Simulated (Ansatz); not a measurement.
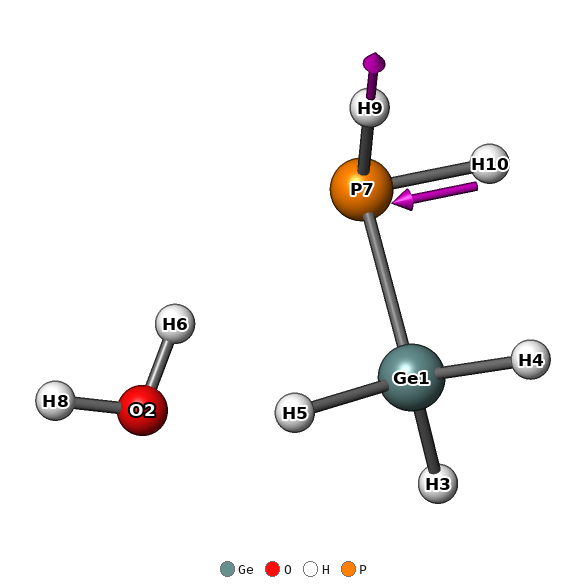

The arrows show one normal mode. Harmonic vibrations computed with RKS PBE0-D4/def2-TZVP (Ansatz 0.2.0) at a stationary point of the same level.

What kind of motion is it?

Answer. Mostly out-of-phase stretching of 2 P–H bonds.

Estimate its harmonic wavenumber.

Answer. 2429 cm⁻¹; it is mode 22 of 24 counted from the lowest.
